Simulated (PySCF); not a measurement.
# doublet [S2F2]+ at 6 levels

Wanted: a comparison of 6 runs (U-revPBE/def2-SVPD, UB3LYP/def2-SVPD, UBHLYP/def2-SVPD, UM06-2X/def2-SVPD, UM06-L/def2-SVPD, USVWN5/def2-SVPD) of doublet [S2F2]+. The job is set up through a Python script.

The calculation is run with PySCF 2.14.0.

## Step 1: The molecule

The species is [S2F2]+ (4 atoms), meant as a doublet with charge +1. As SMILES of the parent species, `FS(F)=S`. Geometry: relaxed at GFN2-xTB. That shape belongs to the parent species and isn't relaxed for this state.

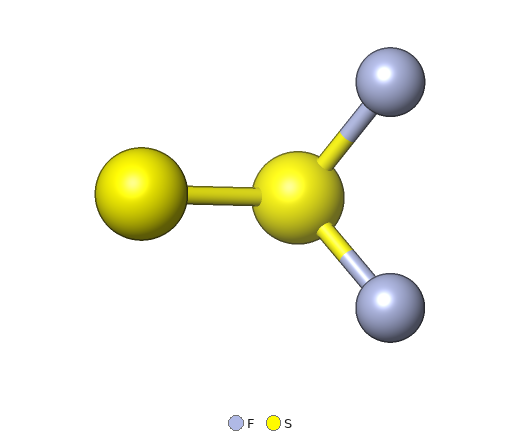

Viewed from a chosen angle; fluorine light blue, sulfur yellow.

## Step 2: A single-point energy at U-revPBE/def2-SVPD (run 1)

Contents of input.py:

```python
from pyscf import gto, dft

mol = gto.M(
    atom='''
F      1.448683     0.645606     2.337761
S     -0.972661    -0.138366     0.436583
F      0.629335    -2.699512    -0.550987
S     -1.105376     2.192252    -2.223357
''',
    spin=1,
    basis='def2-svpd',
    max_memory=1860,
    unit='bohr',
    verbose=4,
    charge=1,
)

ks = dft.UKS(mol)
ks.xc = 'revpbe'
ks.conv_tol = 1e-10
ks.grids.level = 5
ks.kernel()
if not ks.converged:
    ks = ks.newton().run(ks.mo_coeff, ks.mo_occ)

e_tot = ks.e_tot
print(f'total energy: {e_tot:.8f} hartree')
```

Started as:

```bash
OMP_NUM_THREADS=1 python input.py
```

The program printed:

```text
PySCF version 2.14.0

[INPUT] num. atoms = 4
[INPUT] num. electrons = 49
[INPUT] charge = 1
[INPUT] spin (= nelec alpha-beta = 2S) = 1
[INPUT] symmetry False subgroup None
[INPUT] Mole.unit = bohr
[INPUT] Symbol           X                Y                Z      unit          X                Y                Z       unit  Magmom
[INPUT]  1 F      0.766610029447   0.341639982433   1.237089845778 AA    1.448683000000   0.645606000000   2.337761000000 Bohr   0.0
[INPUT]  2 S     -0.514710035151  -0.073220133966   0.231029774275 AA   -0.972661000000  -0.138366000000   0.436583000000 Bohr   0.0
[INPUT]  3 F      0.333029740034  -1.428520231005  -0.291569763913 AA    0.629335000000  -2.699512000000  -0.550987000000 Bohr   0.0
[INPUT]  4 S     -0.584939788698   1.160089798994  -1.176549856139 AA   -1.105376000000   2.192252000000  -2.223357000000 Bohr   0.0

nuclear repulsion = 233.814970801393
number of shells = 40
number of NR pGTOs = 156
number of NR cGTOs = 100
basis = def2-svpd
ecp = {}

[... 36 lines left out ...]
WARN: HOMO -0.280356340734281 >= LUMO -0.280356340734282
[... 58 lines left out ...]
converged SCF energy = -995.050413866618  <S^2> = 0.75482192  2S+1 = 2.0048161
total energy: -995.05041387 hartree
```

Run time: 33 s. Hardware: 1 thread of Arm Neoverse V1, shared host; peak memory 0.52 GiB.

## Step 3: A single-point energy at UB3LYP/def2-SVPD (run 2)

Contents of job.py:

```python
from pyscf import gto, dft

molecule = gto.M(
    atom='F 0.766610 0.341640 1.237090; S -0.514710 -0.073220 0.231030; F 0.333030 -1.428520 -0.291570; S -0.584940 1.160090 -1.176550',
    spin=1,
    max_memory=1860,
    charge=1,
    basis='def2-svpd',
    verbose=4,
)

mf = dft.UKS(molecule)
mf.xc = 'b3lyp'
mf.conv_tol = 1e-10
mf.grids.level = 5
mf.kernel()
if not mf.converged:
    mf = mf.newton().run(mf.mo_coeff, mf.mo_occ)

e_tot = mf.e_tot
print('E = %.10f Eh' % e_tot)
```

Started as:

```bash
OMP_NUM_THREADS=1 python job.py
```

The program printed:

```text
PySCF version 2.14.0

[INPUT] num. atoms = 4
[INPUT] num. electrons = 49
[INPUT] charge = 1
[INPUT] spin (= nelec alpha-beta = 2S) = 1
[INPUT] symmetry False subgroup None
[INPUT] Mole.unit = angstrom
[INPUT] Symbol           X                Y                Z      unit          X                Y                Z       unit  Magmom
[INPUT]  1 F      0.766610000000   0.341640000000   1.237090000000 AA    1.448682944353   0.645606033196   2.337761291438 Bohr   0.0
[INPUT]  2 S     -0.514710000000  -0.073220000000   0.231030000000 AA   -0.972660933575  -0.138365746841   0.436583426558 Bohr   0.0
[INPUT]  3 F      0.333030000000  -1.428520000000  -0.291570000000 AA    0.629335491264  -2.699511563464  -0.550987446139 Bohr   0.0
[INPUT]  4 S     -0.584940000000   1.160090000000  -1.176550000000 AA   -1.105376399303   2.192252379847  -2.223357271857 Bohr   0.0

nuclear repulsion = 233.814951749423
number of shells = 40
number of NR pGTOs = 156
number of NR cGTOs = 100
basis = def2-svpd
ecp = {}

[... 34 lines left out ...]
WARN: HOMO -0.294601108253594 >= LUMO -0.294601108253595
[... 62 lines left out ...]
converged SCF energy = -995.268825446533  <S^2> = 0.75672592  2S+1 = 2.0067147
E = -995.2688254465 Eh
```

Wall time 38 s (1 thread of Arm Neoverse V1, shared host); peak memory 0.52 GiB.

Runs 3 to 4 aren't shown in full; the table further down has their settings and results.

## Step 4: A single-point energy at UM06-L/def2-SVPD (run 5)

Contents of input.py:

```python
from pyscf import gto, dft

mol = gto.M(
    atom='''
F    0.766610   0.341640   1.237090
S   -0.514710  -0.073220   0.231030
F    0.333030  -1.428520  -0.291570
S   -0.584940   1.160090  -1.176550
''',
    spin=1,
    basis='def2-svpd',
    charge=1,
    max_memory=1860,
    verbose=3,
)

mf = dft.UKS(mol, xc='m06-l')
mf.grids.level = 5
mf.conv_tol = 1e-10
mf.kernel()
if not mf.converged:
    mf = mf.newton().run(mf.mo_coeff, mf.mo_occ)

e_final = mf.e_tot
print('E(%s) = %.9f' % ('M06-L', e_final))
```

Started as:

```bash
OMP_NUM_THREADS=1 python input.py
```

The program printed:

```text
WARN: HOMO -0.294488353263966 >= LUMO -0.294488353263968

converged SCF energy = -995.210067547332  <S^2> = 0.75752034  2S+1 = 2.0075063
E(M06-L) = -995.210067547
```

Wall time 76 s (1 thread of Arm Neoverse V1, shared host); peak memory 0.57 GiB.

## Step 5: A single-point energy at USVWN5/def2-SVPD (run 6)

Contents of geometry.xyz:

```xyz
4
F2S2
F      0.766610     0.341640     1.237090
S     -0.514710    -0.073220     0.231030
F      0.333030    -1.428520    -0.291570
S     -0.584940     1.160090    -1.176550
```

Contents of job.py:

```python
from pyscf import gto, dft

molecule = gto.Mole()
molecule.atom = 'geometry.xyz'
molecule.charge = 1
molecule.verbose = 3
molecule.max_memory = 1860
molecule.basis = 'def2-svpd'
molecule.spin = 1
molecule.build()

mf = dft.UKS(molecule)
mf.xc = 'svwn'
mf.grids.level = 5
mf.conv_tol = 1e-10
mf.kernel()
if not mf.converged:
    mf = mf.newton().run(mf.mo_coeff, mf.mo_occ)

energy = mf.e_tot
print('E(%s) = %.9f' % ('SVWN5', energy))
```

Started as:

```bash
OMP_NUM_THREADS=1 python job.py
```

The program printed:

```text
converged SCF energy = -991.2786342678  <S^2> = 0.75247109  2S+1 = 2.0024696
E(SVWN5) = -991.278634268
```

Wall time 21 s (1 thread of Arm Neoverse V1, shared host); peak memory 0.35 GiB.

## Step 6: All runs side by side

```
run               level  energy (Eh)  HOMO energy (eV)  LUMO energy (eV)   ⟨S²⟩  wall time
  1  U-revPBE/def2-SVPD  -995.050414            -15.06            -14.15  0.755       33 s
  2    UB3LYP/def2-SVPD  -995.268825            -16.18            -13.55  0.757       38 s
  3    UBHLYP/def2-SVPD  -995.141732            -17.57            -12.09  0.762       41 s
  4   UM06-2X/def2-SVPD  -995.127021            -17.60            -12.25  0.757       86 s
  5    UM06-L/def2-SVPD  -995.210068            -15.39            -14.24  0.758       76 s
  6    USVWN5/def2-SVPD  -991.278634            -15.25            -14.64  0.752       21 s
```

## Step 7: Outcome

```
                                 quantity          value
                      run 6: total energy  -991.27863 Eh
run 6: HOMO energy (highest over α and β)      -15.25 eV
 run 6: LUMO energy (lowest over α and β)      -14.64 eV
                              run 6: ⟨S²⟩          0.752
```

**Reading.** Totals of different functionals can't be ranked against each other. All runs together took 4.9 min, the longest 86 s.
